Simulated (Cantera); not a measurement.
Feed: 1 mol Pb, 0.011 mol O2, 60 mol N2, held at 0.133 bar.

These are equilibrium values from Cantera (NASA tables, ideal gas, pure condensed phases), not measurements of a reactor. Candidate condensed phases: Pb, PbO, PbO2, Pb3O4; 12 gas species. Each liquid is taken as pure. Mutual solubility and eutectic melting of coexisting phases are not modelled. Equilibrium is a limit: real reactors are often held back by kinetics, nucleation or transport.

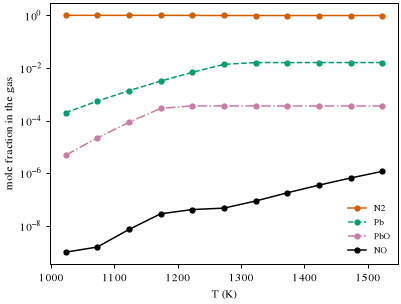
Equilibrium gas composition (values under 1e-9 drawn at 1e-9)

Q: Read off the mole fractions at 1373 K.

A: N2 about 0.98, Pb about 0.016, PbO about 0.00036, NO about 1.8e-7.
